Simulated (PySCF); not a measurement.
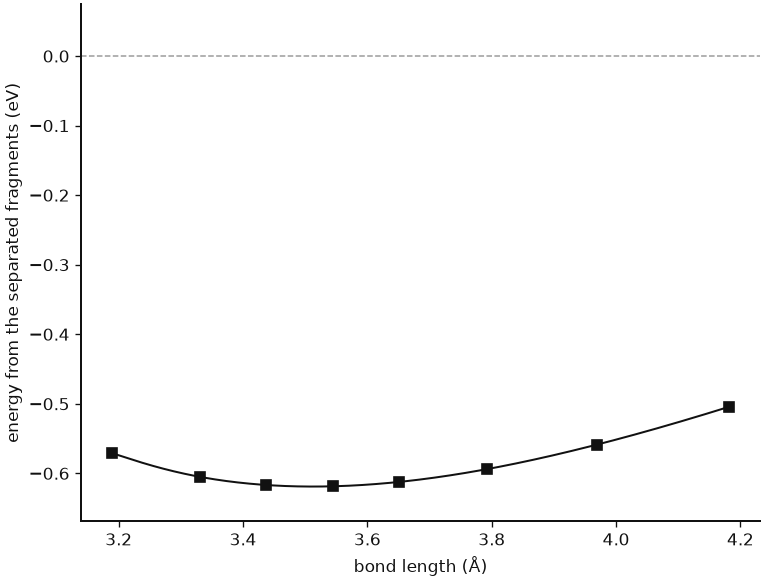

Bond curve of KNa, singlet. CCSD(T)/pcseg-2, PySCF 2.14.0, RHF. One reference determinant with the occupation held, the lowest that a PBE0 search over spins and occupations found; no spin-orbit coupling. Zero is the separated fragments in their ground configurations, without counterpoise.

### What constants does a Dunham fit to the curve give (main isotopes)?

re = 3.513 Å, ωe = 119 cm⁻¹, ωexe = 0.4 cm⁻¹, De = 0.62 eV, Be = 0.0945 cm⁻¹.

### How much does zero-point motion take off the well depth?

0.007 eV (60 cm⁻¹): De = 0.62 eV, D0 = 0.61 eV.

### Give the computed points.

| r (Å) | E (eV) |
| --- | --- |
| 3.190 | −0.57 |
| 3.331 | −0.61 |
| 3.438 | −0.62 |
| 3.544 | −0.62 |
| 3.650 | −0.61 |
| 3.792 | −0.59 |
| 3.969 | −0.56 |
| 4.182 | −0.50 |
